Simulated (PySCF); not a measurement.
Input file:

```
{"job": {"kind": "uv", "xc": "CAM-B3LYP", "basis": "def2-SVPD", "nstates": 8, "ntriplets": 3}, "charge": 0, "multiplicity": 1}
C      1.847822    -0.922663     0.345379
N      0.942783    -0.333018     0.974483
C      0.327458     0.844517     0.424679
C     -1.155392     0.633425     0.309680
F     -1.936384     1.478074     1.004444
C     -1.725141    -0.330594    -0.402785
F     -3.022913    -0.559778    -0.517560
F     -1.027784    -1.190287    -1.136163
H      2.289203    -1.799977     0.791814
H      2.230387    -0.608979    -0.631452
H      0.746781     1.125607    -0.557177
H      0.484378     1.662988     1.133349
```

Run with:

```sh
OMP_NUM_THREADS=1 python probes_run.py task.json out
```

Geometry: GFN2-xTB.

Computed with PySCF 2.14.0, CAM-B3LYP/def2-SVPD, SCF density, gas phase.

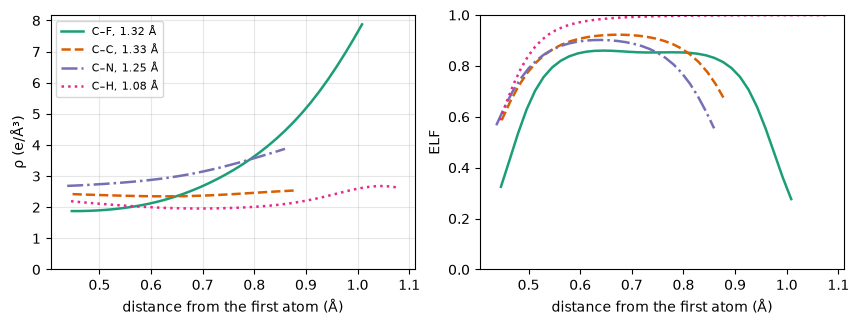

C4H4F3N. Total electron density and ELF along straight lines between neighbouring atoms. The curves leave out the atomic cores.

What kind of bonding do the profiles show?

C–F (1.32 Å): the density is about 2.4 e/Å³ at the midpoint; the ELF peaks at about 0.85 between the atoms (a polar covalent bond).
C–C (1.33 Å): ρ at the midpoint is about 2.4 e/Å³; the ELF peaks at about 0.90 between the atoms; a multiple bond.
C–N (1.25 Å): the density is about 2.9 e/Å³ at the midpoint; the ELF peaks at about 0.90 between the atoms; a multiple bond.
C–H (1.08 Å): ρ is about 2.1 e/Å³ halfway; the ELF climbs to about 1 towards the hydrogen, as it does in any bond to H; a covalent bond by its length.
